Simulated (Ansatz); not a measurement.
**doublet AlNH3OF+ at 6 levels**

We compute a comparison of 6 runs (UHF/cc-pVDZ, UB2PLYP/cc-pVDZ, UBHLYP/cc-pVDZ, UPBE0/cc-pVDZ, USVWN5/cc-pVDZ, RPA@PBE0/cc-pVDZ) of doublet AlNH3OF+. 

The calculation is run with Ansatz 0.2.0.

126 further runs of the same task are left out: 126 set aside as unsound or not needed.

## 1. Starting point

AlNH3OF+: 7 atoms, total charge +1, spin state doublet. SMILES of the parent species: `[NH2][Al]([OH])[F]`. The shape is that of a PBE0-D4/def2-TZVP optimisation. This is one conformer, not always the lowest. That shape belongs to the parent species and isn't relaxed for this state.

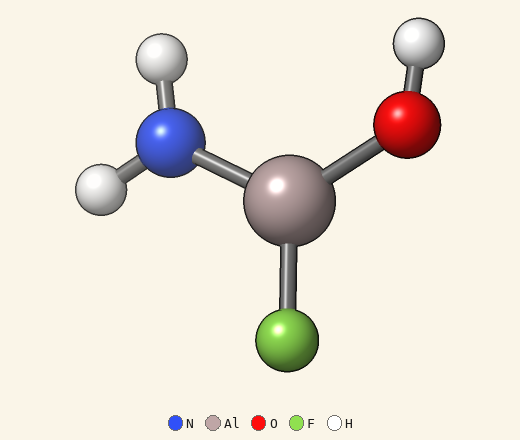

Viewed from a chosen angle; nitrogen blue, aluminium light grey, oxygen red, fluorine green, hydrogen white.

## 2. The energy at UHF/cc-pVDZ (run 1)

File molecule.yaml:

```yaml
crystal:
  periodic: [false, false, false]
  atoms:
    - {symbol: N, position_ang: [-0.569800, 0.926800, -0.530800]}
    - {symbol: Al, position_ang: [-0.133300, -0.630000, 0.151800]}
    - {symbol: O, position_ang: [1.368400, -1.004200, 0.819000]}
    - {symbol: F, position_ang: [-1.265600, -1.822100, 0.146500]}
    - {symbol: H, position_ang: [-1.473200, 1.130200, -0.925100]}
    - {symbol: H, position_ang: [0.029600, 1.732300, -0.586700]}
    - {symbol: H, position_ang: [2.105200, -0.401000, 0.879500]}
basis:
  gaussian:
    orbitals: cc-pVDZ
total_charge: 1
magnetization:
  spin_polarized: true
  initial_magnetization: 1
hamiltonian:
  xc: hf
accuracy: high
output:
  orbitals: {seedname: orbitals}
```

On the command line:

```
$ ansatz run molecule.yaml --threads 1 --pin off --max-ram 3480MiB --events-out events.jsonl --progress --plain --runs-dir runs
```

The log of the run:

```text
Warning: RAYON_NUM_THREADS=1 ignored (pool sized by the plan → 1); use --threads N
Functional definition: HF
  name "HF"
  exchange = exact_x
  correlation = 0
1646 factors; integrals over basis functions are off by at most 3.8e-9 eV
mean field evaluation 1: about -12842.5719 eV, gradient 4.8e1 eV
mean field evaluation 2: about -12842.6329 eV, gradient 4.8e1 eV
mean field evaluation 4: about -12850.8034 eV, gradient 2.2e0 eV
mean field evaluation 8: about -12850.8717 eV, gradient 3.8e-1 eV
mean field evaluation 16: about -12850.8735 eV, gradient 6.0e-6 eV
mean field evaluation 32: about -12848.5841 eV, gradient 1.1e0 eV
mean field -12850.87350360 eV, -472.2608906225 hartree, gradient 1.2e-8 eV, S^2 0.757606; 0 other end points of the search recorded, 0 dependent functions left out
reference -12850.87350360 eV, -472.2608906225 hartree; 20, 19 occupied and 55, 56 virtual orbitals, 1646 factors
Total energy: -12850.87350360 eV, -472.2608906225 hartree
```

Wall time 3.3 s (1 thread of Arm Neoverse V1, shared host); peak memory 0.23 GiB.

## 3. A single-point energy at UB2PLYP/cc-pVDZ (run 2)

File job.yaml:

```yaml
crystal:
  periodic: [false, false, false]
  atoms:
    - {symbol: N, position_ang: [-0.569800, 0.926800, -0.530800]}
    - {symbol: Al, position_ang: [-0.133300, -0.630000, 0.151800]}
    - {symbol: O, position_ang: [1.368400, -1.004200, 0.819000]}
    - {symbol: F, position_ang: [-1.265600, -1.822100, 0.146500]}
    - {symbol: H, position_ang: [-1.473200, 1.130200, -0.925100]}
    - {symbol: H, position_ang: [0.029600, 1.732300, -0.586700]}
    - {symbol: H, position_ang: [2.105200, -0.401000, 0.879500]}
basis:
  gaussian:
    orbitals: cc-pVDZ
total_charge: 1
magnetization:
  spin_polarized: true
  initial_magnetization: 1
hamiltonian:
  xc: {name: B2PLYP}
correlation:
  frozen_orbitals: {Al: 5, F: 1, H: 0, "N": 1, O: 1}
accuracy: high
output:
  orbitals: {seedname: orbitals}
```

On the command line:

```
$ ansatz run job.yaml --threads 1 --pin off --max-ram 3480MiB --events-out events.jsonl --progress --plain --runs-dir runs
```

The log of the run, cut to the lines that bear on the results:

```text
Warning: RAYON_NUM_THREADS=1 ignored (pool sized by the plan → 1); use --threads N
Functional definition: B2PLYP
  name "B2PLYP"
[...]
1646 factors; integrals over basis functions are off by at most 3.8e-9 eV
[...]
mean field -12880.57696752 eV, -473.3524727877 hartree, gradient 9.3e-9 eV, S^2 0.754914; 1 other end points of the search recorded, 0 dependent functions left out
8 core orbitals not correlated: weight in the atoms' cores, before any rotation towards them, 1.000 or more for the frozen orbitals, at most 0.000 for the correlated occupied ones
reference -12880.57699188 eV, -473.3524736831 hartree; 12, 11 occupied and 55, 56 virtual orbitals, 1646 factors
second order -18.78805870 eV of doubles, -0.00000000 eV of singles
Total energy: -12885.64976773 eV, -473.5388947571 hartree
```

It took 14 s on 1 thread of Arm Neoverse V1, shared host; peak memory 0.4 GiB.

Run 3 isn't shown in full; the table further down has it.

## 4. A single-point energy at UPBE0/cc-pVDZ (run 4)

File molecule.yaml:

```yaml
crystal:
  periodic: [false, false, false]
  atoms:
    - {symbol: "N", position_ang: [-0.569800, 0.926800, -0.530800]}
    - {symbol: Al, position_ang: [-0.133300, -0.630000, 0.151800]}
    - {symbol: O, position_ang: [1.368400, -1.004200, 0.819000]}
    - {symbol: F, position_ang: [-1.265600, -1.822100, 0.146500]}
    - {symbol: H, position_ang: [-1.473200, 1.130200, -0.925100]}
    - {symbol: H, position_ang: [0.029600, 1.732300, -0.586700]}
    - {symbol: H, position_ang: [2.105200, -0.401000, 0.879500]}
basis:
  gaussian: {orbitals: cc-pVDZ}
total_charge: 1
magnetization: {spin_polarized: true, initial_magnetization: 1}
hamiltonian: {xc: pbe0}
accuracy: high
output: {orbitals: {seedname: orbitals}}
```

On the command line:

```
$ ansatz run molecule.yaml --threads 1 --pin off --max-ram 3480MiB --events-out events.jsonl --progress --plain --runs-dir runs
```

The log of the run:

```text
Warning: RAYON_NUM_THREADS=1 ignored (pool sized by the plan → 1); use --threads N
Functional definition: PBE0
  name "PBE0"
  parameter a = 0.25
  parameter kappa = 0.804
  parameter beta = 0.06672455060314922
  exchange = (1 - a)*pbe_x(kappa = kappa, mu = beta*pi^2/3) + a*exact_x
  correlation = pbe_c(beta = beta)
1646 factors; integrals over basis functions are off by at most 3.8e-9 eV
mean field evaluation 1: about -12867.5328 eV, gradient 6.9e1 eV
mean field evaluation 2: about -12803.5258 eV, gradient 1.3e2 eV
mean field evaluation 4: about -12883.7476 eV, gradient 1.0e1 eV
mean field evaluation 8: about -12884.1336 eV, gradient 1.5e-1 eV
mean field evaluation 16: about -12884.2759 eV, gradient 1.2e-3 eV
mean field evaluation 32: about -12884.0412 eV, gradient 2.2e0 eV
mean field -12884.27589006 eV, -473.4884056837 hartree, gradient 6.3e-8 eV, S^2 0.758027; 2 other end points of the search recorded, 0 dependent functions left out
reference -12884.27589322 eV, -473.4884057999 hartree; 20, 19 occupied and 55, 56 virtual orbitals, 1646 factors
Total energy: -12884.27589322 eV, -473.4884057999 hartree
```

It took 12 s on 1 thread of Arm Neoverse V1, shared host; peak memory 0.32 GiB.

Run 5 isn't shown in full; the table further down has it.

## 5. A single-point energy at RPA@PBE0/cc-pVDZ (run 6)

File molecule.yaml:

```yaml
basis:
  gaussian:
    orbitals: cc-pVDZ
crystal:
  periodic: [false, false, false]
  atoms:
    - {symbol: N, position_ang: [-0.569800, 0.926800, -0.530800]}
    - {symbol: Al, position_ang: [-0.133300, -0.630000, 0.151800]}
    - {symbol: O, position_ang: [1.368400, -1.004200, 0.819000]}
    - {symbol: F, position_ang: [-1.265600, -1.822100, 0.146500]}
    - {symbol: H, position_ang: [-1.473200, 1.130200, -0.925100]}
    - {symbol: H, position_ang: [0.029600, 1.732300, -0.586700]}
    - {symbol: H, position_ang: [2.105200, -0.401000, 0.879500]}
correlation:
  method: rpa
  frozen_orbitals: {Al: 5, F: 1, H: 0, "N": 1, O: 1}
total_charge: 1
magnetization:
  spin_polarized: true
  initial_magnetization: 1
accuracy: high
hamiltonian:
  xc: {name: PBE0}
```

On the command line:

```
$ ansatz run molecule.yaml --threads 1 --pin off --max-ram 3480MiB --events-out events.jsonl --progress --plain --runs-dir runs
```

The log of the run, cut to the lines that bear on the results:

```text
Warning: RAYON_NUM_THREADS=1 ignored (pool sized by the plan → 1); use --threads N
Functional definition: PBE0
  name "PBE0"
[...]
1646 factors; integrals over basis functions are off by at most 3.8e-9 eV
[...]
mean field -12884.27589006 eV, -473.4884056837 hartree, gradient 8.1e-8 eV, S^2 0.758027; 4 other end points of the search recorded, 0 dependent functions left out
8 core orbitals not correlated: weight in the atoms' cores, before any rotation towards them, 1.000 or more for the frozen orbitals, at most 0.000 for the correlated occupied ones
reference -12849.87194969 eV, -472.2240841951 hartree; 12, 11 occupied and 55, 56 virtual orbitals, 1646 factors
Total energy: -12872.04222924 eV, -473.0388269410 hartree
```

It took 18 s on 1 thread of Arm Neoverse V1, shared host; peak memory 0.41 GiB.

## 6. The series

```csv
run,level,frozen core orbitals,energy (Eh),HOMO energy (eV),LUMO energy (eV),⟨S²⟩,wall time
1,UHF/cc-pVDZ,–,-472.260891,-18.75,-7.31,0.758,3.3 s
2,UB2PLYP/cc-pVDZ,8,-473.538895,-15.99,-10.85,0.755,14 s
3,UBHLYP/cc-pVDZ,–,-473.746436,-16.02,-11.39,0.755,11 s
4,UPBE0/cc-pVDZ,–,-473.488406,-14.74,-12.66,0.758,12 s
5,USVWN5/cc-pVDZ,–,-471.156342,-14.23,-13.91,0.753,8.7 s
6,RPA@PBE0/cc-pVDZ,8,-473.038827,–,–,0.758,18 s
```

## 7. What came out

| quantity | value |
| --- | --- |
| run 6: total energy | -473.03883 Eh |
| run 6: RPA correlation energy (valence) | -814.7 mEh |
| run 6: ⟨S²⟩ of the reference determinant | 0.758 |

In words: Totals of different functionals can't be ranked against each other. All runs together took 66 s, the longest 18 s.
